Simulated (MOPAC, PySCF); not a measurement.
Breaking a bond: BF, singlet.

- NEVPT2 = PySCF with SC-NEVPT2 on CASSCF(10,8)/cc-pVDZ, all electrons correlated
- AM1, restricted, heats of formation (MOPAC)
- UMP2 = MP2 on UHF/cc-pVDZ, 2 core orbitals frozen (PySCF)
- CASSCF(10,8)/cc-pVDZ (PySCF)
- UKS-BHandHLYP = unrestricted BHandHLYP/cc-pVDZ (PySCF 2.14.0)

Energies are in kJ/mol, each relative to the lowest point of its own curve near equilibrium.

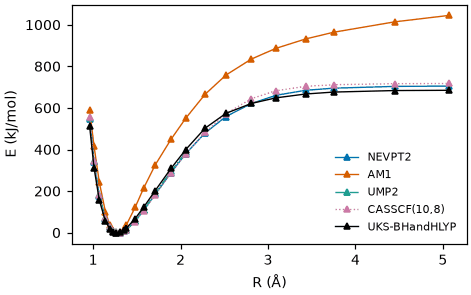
*Energy against bond length for each method.*

```csv
R / Å,NEVPT2,AM1,UMP2,"CASSCF(10,8)",UKS-BHandHLYP
0.96,546.4,591.4,552.2,554.1,511.0
1.01,340.3,416.2,345.0,346.7,312.4
1.07,177.4,243.9,180.8,182.1,157.4
1.14,67.9,101.1,69.8,70.8,55.7
1.19,25.8,38.1,27.0,27.7,18.7
1.23,7.6,9.7,8.3,8.8,4.1
1.26,0.9,0.0,1.3,1.6,0.0
1.31,0.0,2.8,0.0,0.0,3.0
1.35,6.5,18.9,6.2,6.0,12.1
1.38,14.5,37.3,14.1,13.7,22.0
1.48,55.1,121.7,54.6,53.5,67.6
1.58,108.1,216.3,111.1,106.1,124.1
1.71,184.0,325.9,189.2,181.8,202.6
1.89,289.0,448.7,294.7,287.0,308.8
2.06,380.0,551.2,385.8,378.9,400.2
2.28,479.9,665.6,—,482.6,502.6
2.52,558.8,758.5,—,572.8,574.3
2.81,621.5,835.2,—,644.7,621.7
3.09,660.8,886.6,—,682.7,648.5
3.43,684.9,931.9,—,703.8,667.1
3.75,695.1,964.1,—,711.8,676.4
4.45,703.7,1014.3,—,716.8,683.7
5.07,705.0,1045.1,—,717.7,684.9
```

At the longest distance, 5.07 Å, AM1 lies highest above its minimum (1045.1 kJ/mol) and UKS-BHandHLYP lowest (684.9 kJ/mol).

A dash means that the run gave no value there, or that the column was ended at a point which the program doubted or which failed a test of continuity chosen for this set; such a test can also cut sound points.

The restricted form behind AM1 keeps the bonding electrons paired and can't separate into open-shell fragments. The unrestricted determinant behind UMP2 is spin-contaminated at 1.58 to 5.07 Å (<S²> up to 1.0, against 0.00 for a pure singlet). The unrestricted determinant behind UKS-BHandHLYP is spin-contaminated at 2.28 to 5.07 Å (<S²> up to 1.0, against 0.00 for a pure singlet).
